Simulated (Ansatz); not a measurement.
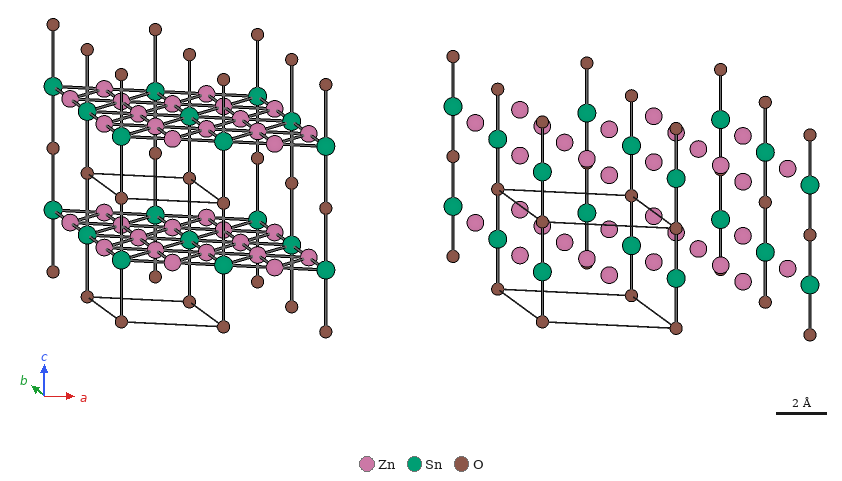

Two geometries of solid Zn3SnO (a generated structure, set up in P6/mmm) (coarse preliminary run), drawn at one scale. One is the start of a relaxation, the other its converged end. Style: ball-and-stick. Shown: the cell of the calculation, repeated 2 × 2 × 2 with one cell outlined, from a free direction.

Level of theory: DFT PBE, scalar-relativistic, plane waves, PAW (Ansatz). Settings: plane-wave cutoff 420 eV; k-point mesh 6 × 6 × 4; occupations gaussian; smearing width 0.1 eV; no spin polarisation; cell and atoms relaxed; force threshold 0.04 eV/Å; at most 70 steps.

> Which of the two is the end point?

The right one is the relaxed one. Over 12 accepted moves (15 points after the start) the energy falls by 3039 meV per atom. All forces vanish by symmetry, so only the cell relaxes. The pressure goes from 96.25 to 0.00 GPa. At 3 points the geometry stayed and the basis and grid were re-selected for the new cell (energy shift of 135 meV per atom at most each time). The atoms keep their places relative to the cell (all moves are under 0.005 Å). Cell: a = b 4.203 → 5.500 Å (+30.9 %), c 5.160 → 4.171 Å (−19.2 %). Volume +38.5 %. Some distances before and after: Sn–Zn 2.101 → 2.750 Å, Zn–Zn 2.101 → 2.750 Å, O–Sn 2.580 → 2.086 Å. Bonds break: Sn–Zn (2.10 → 2.75 Å), Zn–Zn (2.10 → 2.75 Å). The space group stays P6/mmm (No. 191). Cost: 2.6 min on 1 thread of AMD EPYC (Zen 3), on a shared host, peak memory 0.44 GiB.
